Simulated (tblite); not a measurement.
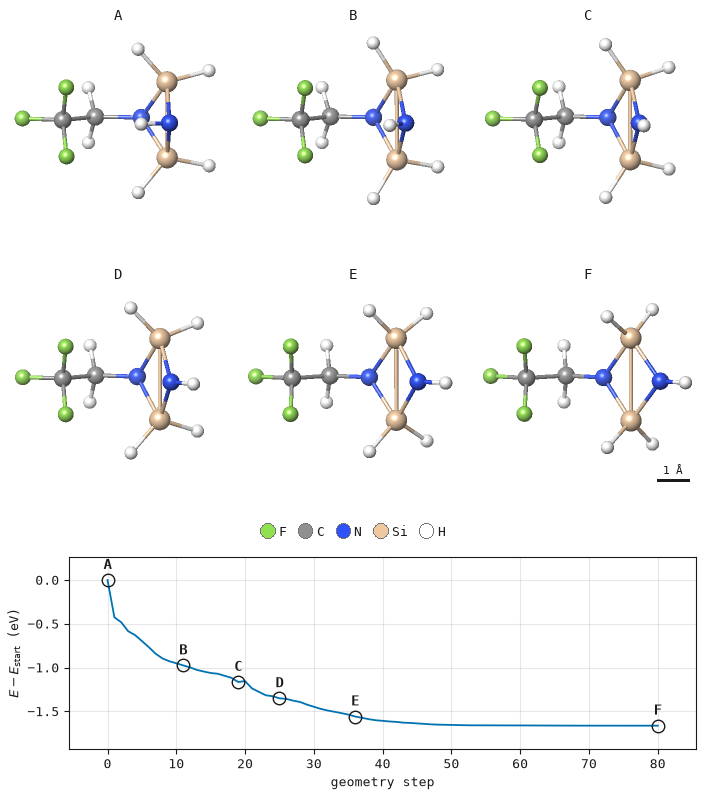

Frames of a relaxation of C2H7F3N2Si2, marked on the history of the run. The picture is a ball-and-stick view, seen face on.

Theory: tblite 0.8.0, GFN2-xTB geometry optimisation, gas phase. 

**What happens along the run?**

An H atom moves most after the best rigid fit: 2.35 Å. By element the largest moves are H 2.35 Å, N 0.72 Å, F 0.61 Å, C 0.41 Å, Si 0.35 Å. Some distances before and after: Si–Si 2.407 → 2.625 Å, C–N 1.483 → 1.414 Å, N–Si 1.709 → 1.751 Å, C–F 1.361 → 1.340 Å. Bond angles that change, for instance: Si–N–H 106.5° → 130.9°, Si–N–H 107.0° → 131.0°, Si–Si–H 101.9° → 124.2°. After 80 geometry steps the energy has fallen by 1.663 eV. Cost: 1.1 s on 1 thread of Arm Neoverse N1, on a shared host. From step 0 to 11: an H atom moves most (0.62 Å), energy −0.975 eV. From step 11 to 19: an H atom moves most (0.62 Å), energy −0.189 eV. From step 19 to 25: an H atom moves most (0.64 Å), energy −0.186 eV. From step 25 to 36: an H atom moves most (0.59 Å), energy −0.208 eV. From step 36 to 80: H atoms move most (0.39 Å), energy −0.104 eV.
